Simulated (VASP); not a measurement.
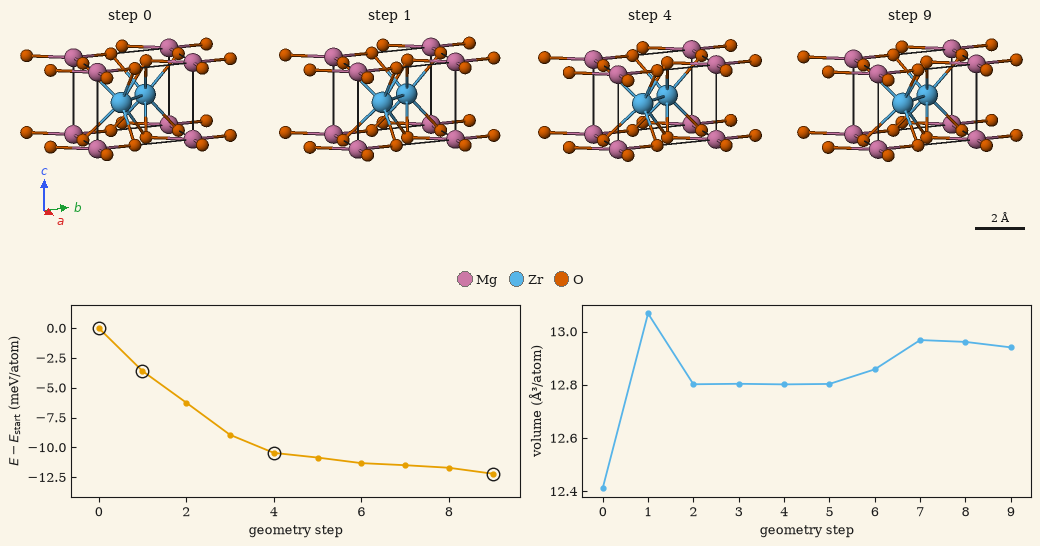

Frames of a relaxation of crystalline MgZr2O3 (a generated structure, set up in P-62m), marked on the history of the run. Style: ball-and-stick. Shown: the cell of the calculation, slightly off an axis.

The run lets cell and atoms move.

Level of theory: Kohn-Sham DFT of a periodic cell, PBE, VASP PAW PBE potentials, recommended in VASP.

Input
```
SYSTEM = MgZr2O3
PREC = Normal
ENCUT = 520
EDIFF = 1E-4
ISMEAR = 0
SIGMA = 0.15
LREAL = .False.
LASPH = .True.
NELM = 60
ALGO = Fast
ISIF = 3
LWAVE = .False.
LCHARG = .False.
GGA = PE
IBRION = 2
NSW = 24
EDIFFG = -0.08
```

Run as
```bash
cat potpaw_PBE.64/Mg/POTCAR potpaw_PBE.64/Zr_sv/POTCAR potpaw_PBE.64/O/POTCAR > POTCAR
mpirun -np 1 vasp_std > vasp.out
```

Q: What happens along the run?

A: The largest moves relative to the cell, 0.072 Å, are those of O atoms. Zr and Mg stay in place. The volume changes by +4.3 %, with a = b 5.200 → 5.354 Å (+3.0 %), c 3.180 → 3.127 Å (−1.7 %). Some distances before and after: Mg–O 2.038 → 2.170 Å, Zr–Zr 3.002 → 3.091 Å, Zr–Zr 3.180 → 3.127 Å. Among the angles between lasting bonds that change: Zr–O–Zr 83.4° → 86.5°, Zr–O–Zr 151.2° → 154.0°. The space group stays P-62m (No. 189). Over 9 geometry steps the energy falls by 12.2 meV per atom. The largest force component goes from 0.16 to 0.035 eV/Å. The pressure goes from 4.64 to −0.76 GPa. From step 0 to 1: volume +5.3 %, energy −3.6 meV per atom. From step 1 to 4: O atoms move most (0.03 Å), volume −2.0 %, energy −6.9 meV per atom. From step 4 to 9: O atoms move most (0.04 Å), volume +1.1 %, energy −1.7 meV per atom.

```
step  E − E(0), meV/atom  largest force component, eV/Å  pressure, GPa  volume, Å³/atom
   0                0.00                         0.1619           4.64           12.411
   1               -3.60                         0.1808          -4.04           13.068
   2               -6.25                         0.1695          -0.73           12.802
   3               -8.95                         0.1344          -0.30           12.804
   4              -10.46                         0.1073           0.66           12.801
   5              -10.86                         0.1119           0.30           12.803
   6              -11.32                         0.0873           0.03           12.858
   7              -11.50                         0.0752          -0.98           12.968
   8              -11.71                         0.0523          -1.19           12.961
   9              -12.21                         0.0347          -0.76           12.940
```
